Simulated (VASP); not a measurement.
Band structure of PdAl (relaxed from the rock salt structure, space group Fm-3m). Calculation: r2SCAN meta-GGA, VASP's PBE PAW potentials (set 64) (plane waves; VASP 6.6.1).

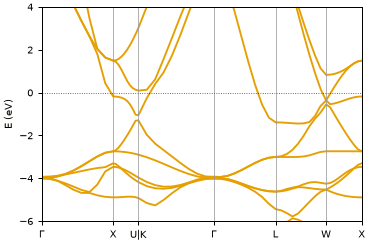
*Bands along high-symmetry lines, zero at the valence-band maximum or, without a gap, the Fermi level*

Task: Read the plot: is there a gap, and where are the band edges?

Result: It has no gap at this level: it comes out as a metal or semimetal.

The structure was generated: PdAl was put into the rock salt type (Fm-3m), which need not be its known phase. It was relaxed first, which changed the volume by -26 %. The electron count is odd and the run is not spin-polarised, which forces a metal.
